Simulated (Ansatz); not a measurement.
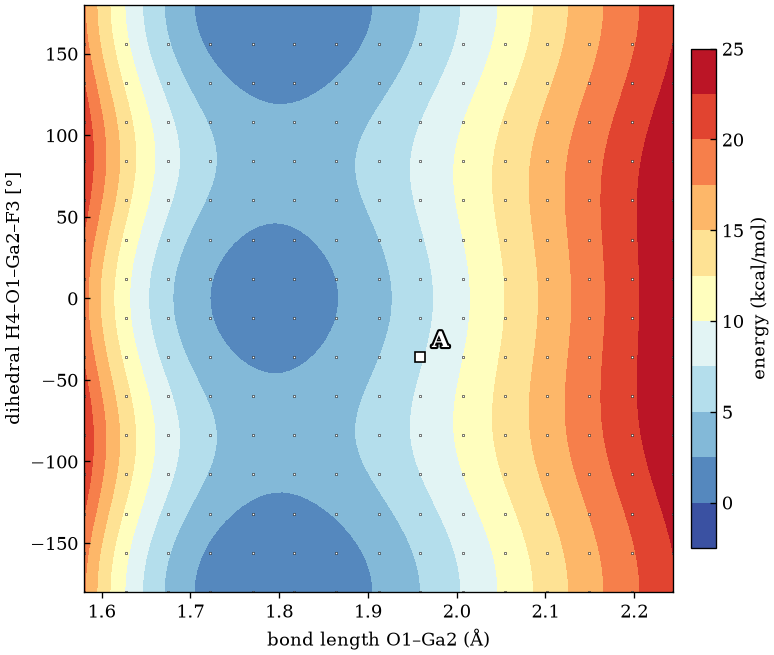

FGaHO, SMILES [OH][Ga][F], spin multiplicity 2. The first coordinate is: bond length O1–Ga2; the second: dihedral H4–O1–Ga2–F3. Nothing is relaxed (all other coordinates rigid). The grid has 15 × 15 points; 120 points were computed and 105 follow by symmetry. Points are written as (first, second). All energies are given in kcal/mol relative to the relaxed molecule at the same level. Level of theory: UKS PBE0-D4/def2-TZVP in Ansatz.

The picture shows filled contours, dots at the grid points, the point A. Between grid points the surface is interpolated.

### Is A at rest? If not, where is it pushed?

A, at (1.959 Å, −36°), is not a stationary point. The computed force is 53 kcal/mol for each Å towards smaller values of bond length O1–Ga2 and 0.027 kcal/mol for each degree towards larger values of dihedral H4–O1–Ga2–F3.
